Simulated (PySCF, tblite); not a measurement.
# C₅H₄NP₃: dynamics, then NMR shifts on frames

How do NMR shifts of C₅H₄NP₃ (`Cc1pcpc(C#N)p1`) change as the atoms move?

Programs: tblite 0.8.0 and PySCF 2.14.0, with density-fitted response routines of our own. Each step states its level of theory. These are calculated values for one molecule in the gas phase, unless marked as measured. Atoms are numbered from 0 throughout.

## Step 1: The molecule as given

13 atoms, charge 0, multiplicity 1; geometry from: GFN2-xTB.

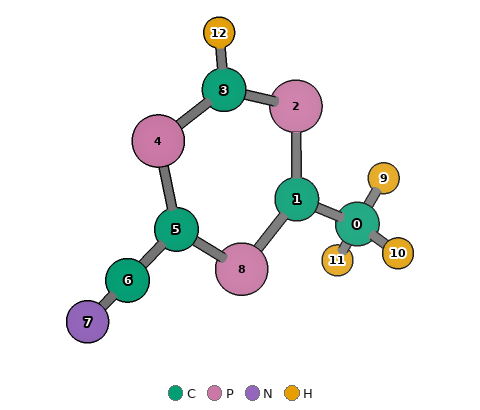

As it starts; carbon teal, phosphorus pink, nitrogen purple, hydrogen amber, atoms numbered.

## Step 2: A short Langevin run with GFN2-xTB

What the job is given:

```
{"job": {"kind": "md", "xc": "GFN2-xTB", "basis": "xTB", "temperature": 600, "steps": 2000, "every": 50, "frames": 5}, "charge": 0, "multiplicity": 1}
C     -2.418741    -0.533921    -0.084838
C     -0.993871    -0.032330    -0.039658
P     -0.849998     1.701844    -0.159457
C      0.843656     2.058100    -0.114215
P      2.298275     1.140791     0.023353
C      1.752316    -0.522141     0.128625
C      2.813185    -1.442902     0.253119
N      3.679021    -2.190961     0.353498
P      0.185129    -1.305335     0.115852
H     -3.124211     0.290121     0.017016
H     -2.618844    -1.033418    -1.034088
H     -2.606963    -1.256269     0.709458
H      1.036657     3.126909    -0.186394
```

With the program's defaults for keys left out, this is: GFN2-xTB Langevin dynamics, gas phase.

Run with:

```console
$ OMP_NUM_THREADS=1 python probes_run.py task.json out
```

The driver reads the jobs from task.json and runs them one after another.

What it wrote:

```text
t/fs     T/K      E/eV
    0.0   500.1   -628.67517
   25.0   419.9   -628.32859
   50.0   483.5   -628.02357
   75.0   530.0   -628.14041
  100.0   630.0   -628.04111
  125.0   556.3   -628.05292
  150.0   379.6   -627.65696
  175.0   502.6   -628.06807
  200.0   585.2   -627.90562
  225.0   536.2   -627.61093
  250.0   687.8   -627.64754
  275.0   635.9   -627.72827
  300.0   569.5   -627.79214
  325.0   542.6   -627.98691
  350.0   532.4   -627.96008
  375.0   409.1   -627.69792
  400.0   524.4   -627.86663
  425.0   727.1   -628.09965
  450.0   645.8   -627.74634
  475.0   565.8   -627.70292
  500.0   768.5   -627.64293
  525.0   646.8   -627.48405
  550.0   697.9   -627.40189
  575.0   663.5   -627.21999
  600.0   704.1   -627.64083
  625.0   808.1   -627.64206
  650.0   598.4   -627.51497
  675.0   579.9   -627.65725
  700.0   733.0   -628.10641
  725.0   390.0   -627.74274
  750.0   541.0   -627.89787
  775.0   600.3   -627.83197
  800.0   599.0   -627.93581
  825.0   486.0   -627.98285
  850.0   441.6   -627.85368
  875.0   710.0   -628.12274
  900.0   659.9   -627.99302
  925.0   659.4   -627.84992
  950.0   547.4   -627.61376
  975.0   505.4   -627.70535
 1000.0   662.3   -627.71638
```

Wall time 24 s (1 thread of Intel Xeon at 2.70GHz, shared host); peak memory 0.18 GiB.

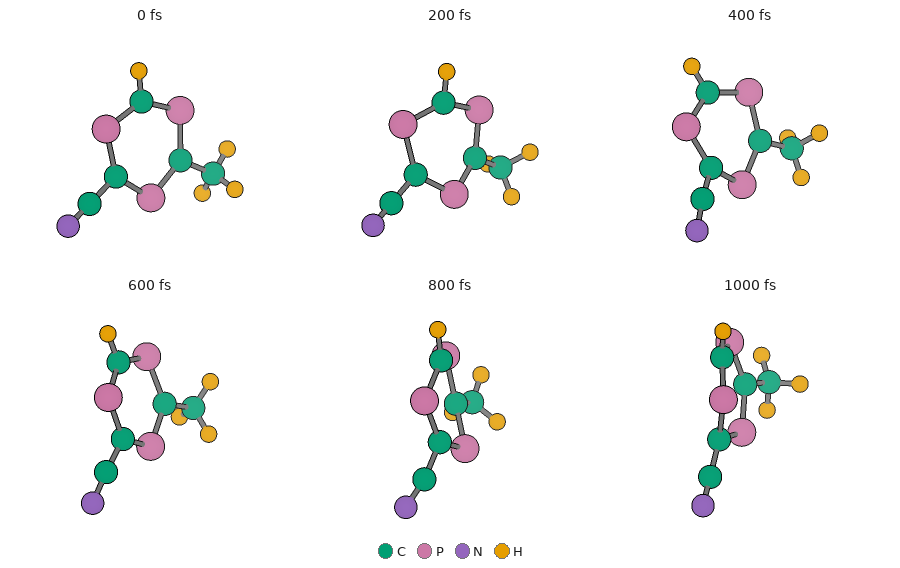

Frames of the run.

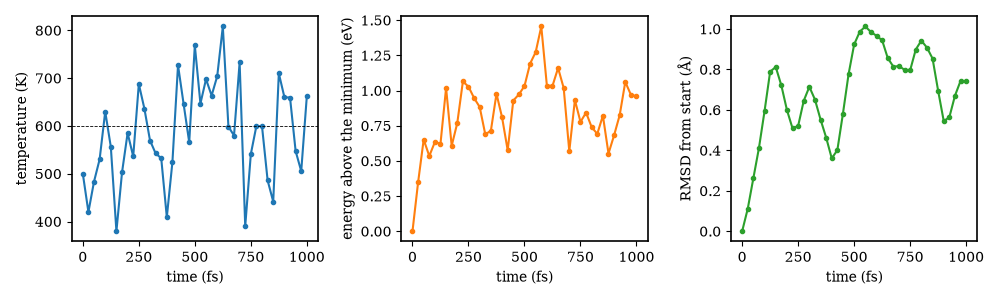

Temperature, potential energy and distance from the start.

Positions (Å) and forces (eV/Å) at 1000 fs:

```xyz
13

C    -3.254   -0.191    1.644   -0.199    0.884    0.540
C    -1.811   -0.199    1.187   -0.847    0.607   -0.366
P    -0.966    1.286    1.028    0.548   -0.011   -0.144
C     0.328    0.868   -0.138   -2.265    0.013    2.015
P     0.841   -0.543   -0.850    1.082   -2.559   -0.238
C     0.192   -1.989    0.139   -0.563    1.745   -0.483
C     0.755   -3.258   -0.071    0.219    0.382   -0.624
N     1.316   -4.218   -0.381   -0.370    0.342    0.417
P    -1.408   -1.829    0.854    1.123   -2.040   -0.052
H    -3.970   -0.235    0.831    0.075    1.022   -0.667
H    -3.476   -1.181    2.002   -0.012   -0.233    1.410
H    -3.480    0.690    2.334    0.122   -1.420   -0.780
H     0.611    1.794   -0.510    1.086    1.267   -1.029
```

## Step 3: Shielding tensors: 250 fs, PBE0/pcSseg-1

What the job is given:

```
{"job": {"kind": "nmr", "xc": "PBE0", "basis": "pcSseg-1", "pop": false}, "charge": 0, "multiplicity": 1}
C     -2.664900    -0.370700     0.412000
C     -1.308000     0.011400     0.228400
P     -1.088500     1.691800     0.127400
C      0.670600     1.901600     0.149900
P      2.023400     0.866700     0.103000
C      1.316300    -0.710600    -0.118800
C      2.451500    -1.595700    -0.078900
N      3.182800    -2.501000    -0.168500
P     -0.259400    -1.449500     0.000700
H     -3.005000    -0.327100     1.476800
H     -3.411500     0.249900     0.024300
H     -3.176000    -1.356600     0.325100
H      0.889200     2.956400     0.289300
```

With the program's defaults for keys left out, this is: GIAO PBE0/pcSseg-1 NMR shielding, non-relativistic, gas phase.

What it wrote:

```text
coarse grid: 13848 points
cycle   1  E = -1270.7789830611  dE =  1.482e+00  |g| = 5.174e-01  |ddm| = 4.081e+00
cycle   2  E = -1270.5680683370  dE =  2.109e-01  |g| = 1.068e+00  |ddm| = 1.367e+00
cycle   3  E = -1270.8397009279  dE = -2.716e-01  |g| = 1.738e-01  |ddm| = 9.943e-01
cycle   4  E = -1270.8459540016  dE = -6.253e-03  |g| = 6.774e-02  |ddm| = 2.008e-01
cycle   5  E = -1270.8470985077  dE = -1.145e-03  |g| = 2.180e-02  |ddm| = 8.392e-02
cycle   6  E = -1270.8472169725  dE = -1.185e-04  |g| = 4.887e-03  |ddm| = 2.478e-02
cycle   7  E = -1270.8472205283  dE = -3.556e-06  |g| = 3.646e-03  |ddm| = 9.285e-03
cycle   8  E = -1270.8472245390  dE = -4.011e-06  |g| = 3.804e-04  |ddm| = 3.995e-03
final grid: 124304 points
cycle   9  E = -1270.9024337919  dE = -1.499e-05  |g| = 9.611e-03  |ddm| = 2.871e-02
cycle  10  E = -1270.9023898103  dE =  4.398e-05  |g| = 1.616e-02  |ddm| = 2.384e-02
cycle  11  E = -1270.9024590800  dE = -6.927e-05  |g| = 1.524e-03  |ddm| = 1.566e-02
cycle  12  E = -1270.9024596358  dE = -5.558e-07  |g| = 5.479e-04  |ddm| = 2.086e-03
cycle  13  E = -1270.9024597046  dE = -6.878e-08  |g| = 2.564e-04  |ddm| = 7.120e-04
cycle  14  E = -1270.9024597200  dE = -1.542e-08  |g| = 7.634e-05  |ddm| = 2.523e-04
cycle  15  E = -1270.9024597214  dE = -1.394e-09  |g| = 2.960e-05  |ddm| = 9.701e-05
cycle  16  E = -1270.9024597217  dE = -2.374e-10  |g| = 5.343e-06  |ddm| = 3.701e-05
converged SCF energy = -1270.9024597217

GIAO shielding tensors (ppm)
atom      isotropic    diamagn.    paramagn.     s11        s22        s33       span
  0 C      168.076     237.604     -69.528    151.076    156.304    196.848     45.772
  1 C      -23.222     263.092    -286.314   -241.465    -30.989    202.789    444.253
  2 P       70.849     967.575    -896.726   -225.216    -94.394    532.156    757.372
  3 C       -6.443     264.992    -271.435   -213.522      6.044    188.147    401.669
  4 P       69.339     966.003    -896.664   -272.294   -101.485    581.796    854.090
  5 C       12.755     262.132    -249.377   -192.082     53.012    177.335    369.417
  6 C       56.077     258.910    -202.833    -64.795    -60.465    293.490    358.285
  7 N      -91.822     338.423    -430.244   -240.504   -193.478    158.518    399.022
  8 P       18.122     966.156    -948.034   -327.141   -137.973    519.479    846.619
  9 H       28.058      25.881       2.177     22.788     25.802     35.583     12.795
 10 H       29.397      27.831       1.566     23.388     28.661     36.142     12.755
 11 H       27.600      26.173       1.427     22.792     26.131     33.876     11.084
 12 H       20.813      29.715      -8.903     15.327     20.363     26.749     11.422
```

Run time: 52 s. Hardware: 1 thread of Intel Xeon at 2.70GHz, shared host; peak memory 0.85 GiB.

Shifts follow as δ = σ(reference) − σ, with reference shieldings (ppm) from runs at the same level and on the same kind of geometry: ¹H TMS 31.72, ¹³C TMS 186.9, ¹⁵N NH3 267.7, ³¹P H3PO4 318.4. The references are single molecules in the gas phase, so shifts against H2O, NH3, PH3, H3PO4 or CFCl3 are not on the usual liquid scales and can be off by tens of ppm. Each atom is listed at this fixed geometry, with no averaging over motion; a spectrum would average atoms that exchange fast.

```
atoms                                      environment  σ (ppm)  δ (ppm)
   C1                      substituted aromatic carbon    -23.2    210.1
   C3                                      aromatic CH     -6.4    193.4
   C5                      substituted aromatic carbon     12.8    174.2
   C6                                   nitrile carbon     56.1    130.8
   C0                methyl carbon on an aromatic ring    168.1     18.8
  H12                       hydrogen on an aromatic CH    20.81    10.90
  H11  hydrogen on a methyl carbon on an aromatic ring    27.60     4.12
   H9  hydrogen on a methyl carbon on an aromatic ring    28.06     3.66
  H10  hydrogen on a methyl carbon on an aromatic ring    29.40     2.32
   P8   phosphorus bonded to 2 C, in a 6-membered ring     18.1    300.3
   P4   phosphorus bonded to 2 C, in a 6-membered ring     69.3    249.0
   P2   phosphorus bonded to 2 C, in a 6-membered ring     70.8    247.5
   N7                                 nitrile nitrogen    -91.8    359.6
```

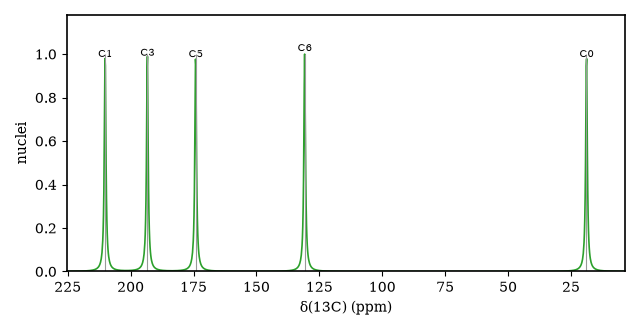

¹³C lines at the computed shifts, without couplings. Lines are broadened to a width of 0.77 ppm (Lorentzian).

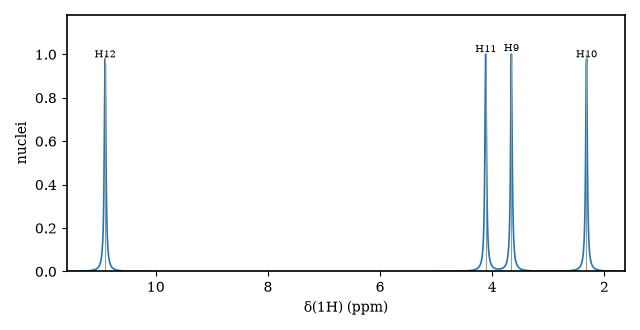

¹H lines at the computed shifts, without couplings. Lines are broadened to a width of 0.03 ppm (Lorentzian).

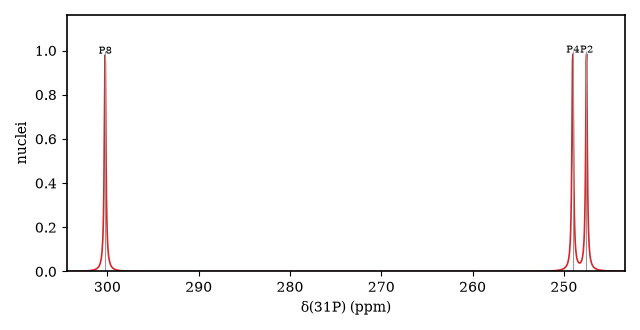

³¹P lines at the computed shifts, without couplings. Lines are broadened to a width of 0.21 ppm (Lorentzian).

Ring of atoms C1, P2, C3, P4, C5, P8: NICS(0) -6.0, NICS(1) -9.2, NICS(1)zz -21.8 ppm (means of both faces).

The fields below are evaluated on a grid from the run's orbitals.

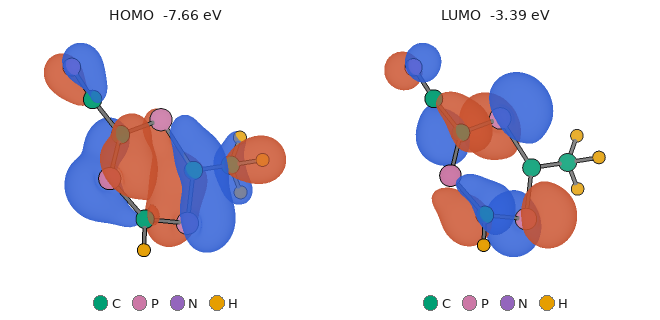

PBE0/pcSseg-1 orbitals near the gap, drawn at the value that encloses 70 % of each; the two colours are the two signs.

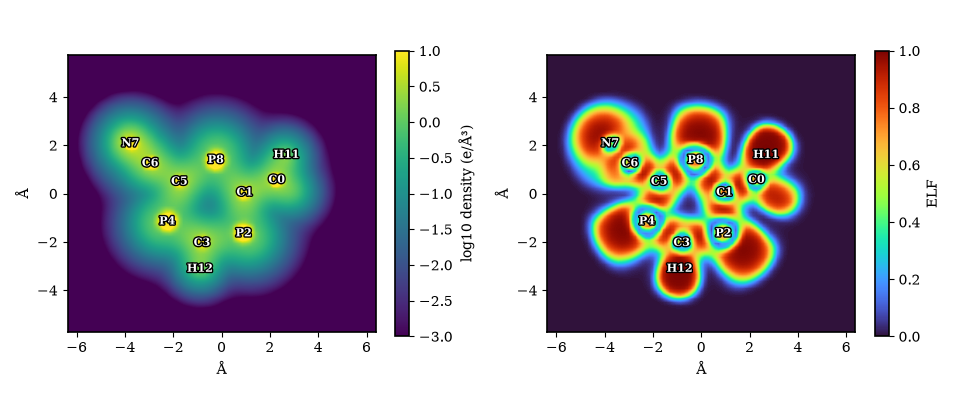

Density (left) and ELF (right) in a plane through or near 11 of the atoms.

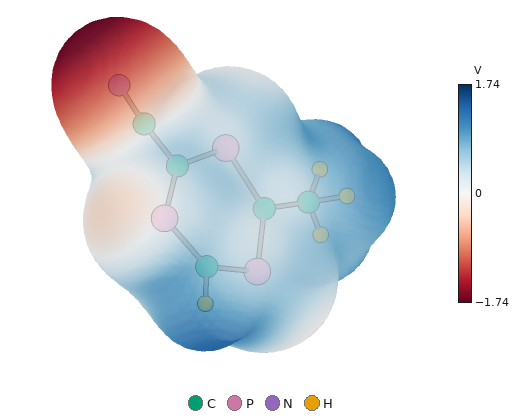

Electrostatic potential on the surface of density 0.002 e/bohr³; red is low, blue high. It runs, from the 1st to the 99th percentile, from -1.74 V near N7 to 1.34 V near H11.

## Step 4: Shielding tensors: 425 fs, PBE0/pcSseg-1

What the job is given:

```
{"job": {"kind": "nmr", "xc": "PBE0", "basis": "pcSseg-1", "pop": false}, "charge": 0, "multiplicity": 1}
C     -3.209500    -0.464000     0.558500
C     -1.707400    -0.328900     0.528300
P     -1.144400     1.363500     0.674300
C      0.526000     1.409300     0.960100
P      1.693700     0.281000     0.362800
C      0.845300    -1.217500     0.125800
C      1.632000    -2.280200    -0.432700
N      2.313900    -3.150500    -0.763200
P     -0.705700    -1.799600     0.542300
H     -3.683800    -0.368200     1.473700
H     -3.693200     0.090400    -0.225800
H     -3.459900    -1.470700     0.345600
H      0.871200     2.374700     1.219900
```

With the program's defaults for keys left out, this is: GIAO PBE0/pcSseg-1 NMR shielding, non-relativistic, gas phase.

What it wrote:

```text
coarse grid: 13848 points
cycle   1  E = -1270.7947883960  dE =  1.470e+00  |g| = 5.128e-01  |ddm| = 4.101e+00
cycle   2  E = -1270.6070919388  dE =  1.877e-01  |g| = 1.025e+00  |ddm| = 1.353e+00
cycle   3  E = -1270.8529784390  dE = -2.459e-01  |g| = 1.760e-01  |ddm| = 9.908e-01
cycle   4  E = -1270.8594818957  dE = -6.503e-03  |g| = 6.281e-02  |ddm| = 1.969e-01
cycle   5  E = -1270.8604602093  dE = -9.783e-04  |g| = 2.182e-02  |ddm| = 8.265e-02
cycle   6  E = -1270.8605829105  dE = -1.227e-04  |g| = 5.573e-03  |ddm| = 2.667e-02
cycle   7  E = -1270.8605902176  dE = -7.307e-06  |g| = 3.366e-03  |ddm| = 1.022e-02
cycle   8  E = -1270.8605933968  dE = -3.179e-06  |g| = 4.267e-04  |ddm| = 3.662e-03
final grid: 124304 points
cycle   9  E = -1270.9162761485  dE = -2.072e-05  |g| = 9.812e-03  |ddm| = 2.783e-02
cycle  10  E = -1270.9162343125  dE =  4.184e-05  |g| = 1.597e-02  |ddm| = 2.369e-02
cycle  11  E = -1270.9163014835  dE = -6.717e-05  |g| = 2.135e-03  |ddm| = 1.585e-02
cycle  12  E = -1270.9163026623  dE = -1.179e-06  |g| = 6.260e-04  |ddm| = 2.661e-03
cycle  13  E = -1270.9163027614  dE = -9.906e-08  |g| = 2.342e-04  |ddm| = 7.830e-04
cycle  14  E = -1270.9163027733  dE = -1.188e-08  |g| = 9.413e-05  |ddm| = 2.580e-04
cycle  15  E = -1270.9163027752  dE = -1.904e-09  |g| = 3.112e-05  |ddm| = 9.709e-05
cycle  16  E = -1270.9163027754  dE = -2.397e-10  |g| = 9.313e-06  |ddm| = 4.357e-05
converged SCF energy = -1270.9163027754

GIAO shielding tensors (ppm)
atom      isotropic    diamagn.    paramagn.     s11        s22        s33       span
  0 C      167.126     240.556     -73.430    144.179    166.528    190.671     46.493
  1 C      -39.515     267.814    -307.329   -257.160    -33.708    172.324    429.484
  2 P        8.268     967.958    -959.690   -392.033   -104.168    521.004    913.036
  3 C        1.667     268.582    -266.915   -223.155     39.477    188.680    411.835
  4 P       57.426     966.357    -908.931   -390.254    -36.733    599.264    989.518
  5 C       25.549     265.951    -240.402   -170.480     74.009    173.118    343.598
  6 C       60.582     257.229    -196.647    -57.760    -51.215    290.720    348.480
  7 N      -76.256     339.321    -415.577   -219.490   -186.345    177.066    396.555
  8 P       21.403     967.259    -945.856   -387.763    -79.959    531.931    919.694
  9 H       29.762      27.520       2.242     24.894     27.672     36.719     11.825
 10 H       28.973      27.299       1.674     24.399     27.088     35.431     11.032
 11 H       28.924      29.048      -0.124     23.494     29.457     33.819     10.325
 12 H       20.341      31.970     -11.629     13.587     21.016     26.420     12.833
```

It took 42 s on 1 thread of Intel Xeon at 2.70GHz, shared host; peak memory 0.88 GiB.

Key values: δ C1 226.4, C3 185.3, C5 161.4, C6 126.3, H12 11.38, H11 2.79 ppm.

## Step 5: NMR shieldings: 625 fs, PBE0/pcSseg-1

What the job is given:

```
{"job": {"kind": "nmr", "xc": "PBE0", "basis": "pcSseg-1", "pop": false}, "charge": 0, "multiplicity": 1}
C     -3.331900    -0.660000     1.259000
C     -1.876900    -0.535200     0.876600
P     -1.209700     1.103900     0.928300
C      0.424300     0.998800     0.534900
P      1.431000    -0.042700    -0.380100
C      0.526000    -1.607700    -0.029600
C      1.395400    -2.765900    -0.191700
N      1.937700    -3.706800     0.049000
P     -1.107000    -2.003800     0.441700
H     -3.848400    -1.360800     0.563000
H     -3.304700    -1.330700     2.100900
H     -3.844200     0.389300     1.462900
H      0.980200     1.879300     0.676200
```

With the program's defaults for keys left out, this is: GIAO PBE0/pcSseg-1 NMR shielding, non-relativistic, gas phase.

What it wrote:

```text
coarse grid: 13848 points
cycle   1  E = -1270.7722089897  dE =  1.438e+00  |g| = 5.324e-01  |ddm| = 4.063e+00
cycle   2  E = -1270.5746055231  dE =  1.976e-01  |g| = 1.047e+00  |ddm| = 1.344e+00
cycle   3  E = -1270.8374100036  dE = -2.628e-01  |g| = 1.468e-01  |ddm| = 9.698e-01
cycle   4  E = -1270.8413692346  dE = -3.959e-03  |g| = 7.631e-02  |ddm| = 2.039e-01
cycle   5  E = -1270.8429194578  dE = -1.550e-03  |g| = 2.309e-02  |ddm| = 9.261e-02
cycle   6  E = -1270.8430475695  dE = -1.281e-04  |g| = 6.154e-03  |ddm| = 2.378e-02
cycle   7  E = -1270.8430567592  dE = -9.190e-06  |g| = 3.130e-03  |ddm| = 1.020e-02
final grid: 124304 points
cycle   8  E = -1270.8986487111  dE =  3.983e-06  |g| = 1.334e-02  |ddm| = 3.044e-02
cycle   9  E = -1270.8985060728  dE =  1.426e-04  |g| = 2.600e-02  |ddm| = 3.932e-02
cycle  10  E = -1270.8986969958  dE = -1.909e-04  |g| = 2.744e-03  |ddm| = 2.799e-02
cycle  11  E = -1270.8986993466  dE = -2.351e-06  |g| = 4.473e-04  |ddm| = 3.393e-03
cycle  12  E = -1270.8986993950  dE = -4.834e-08  |g| = 2.358e-04  |ddm| = 7.214e-04
cycle  13  E = -1270.8986994061  dE = -1.116e-08  |g| = 1.081e-04  |ddm| = 2.360e-04
cycle  14  E = -1270.8986994086  dE = -2.474e-09  |g| = 3.149e-05  |ddm| = 1.056e-04
cycle  15  E = -1270.8986994088  dE = -2.183e-10  |g| = 1.218e-05  |ddm| = 4.286e-05
converged SCF energy = -1270.8986994088

GIAO shielding tensors (ppm)
atom      isotropic    diamagn.    paramagn.     s11        s22        s33       span
  0 C      148.880     244.910     -96.030    131.982    135.614    179.044     47.063
  1 C      -24.721     271.867    -296.588   -233.501    -35.453    194.790    428.291
  2 P       63.110     968.931    -905.821   -269.346    -37.174    495.850    765.195
  3 C        5.125     267.136    -262.011   -205.342     19.371    201.345    406.687
  4 P        2.097     966.900    -964.803   -385.350   -202.152    593.792    979.141
  5 C       -3.431     265.123    -268.553   -228.632     43.298    175.042    403.674
  6 C       65.155     258.442    -193.287    -48.773    -45.926    290.163    338.936
  7 N      -81.106     339.749    -420.855   -228.123   -174.789    159.595    387.718
  8 P       28.385     968.324    -939.939   -287.304    -67.110    439.569    726.873
  9 H       27.001      26.907       0.094     22.143     26.958     31.903      9.760
 10 H       27.572      27.152       0.420     23.151     27.298     32.268      9.117
 11 H       25.976      25.073       0.903     21.625     25.635     30.667      9.043
 12 H       20.995      33.322     -12.327     15.001     20.334     27.649     12.647
```

Wall time 44 s (1 thread of Intel Xeon at 2.70GHz, shared host); peak memory 0.97 GiB.

This run: δ C1 211.6, C5 190.4, C3 181.8, C6 121.8, H12 10.72, H11 5.74 ppm.

[end of part 1 of 2]
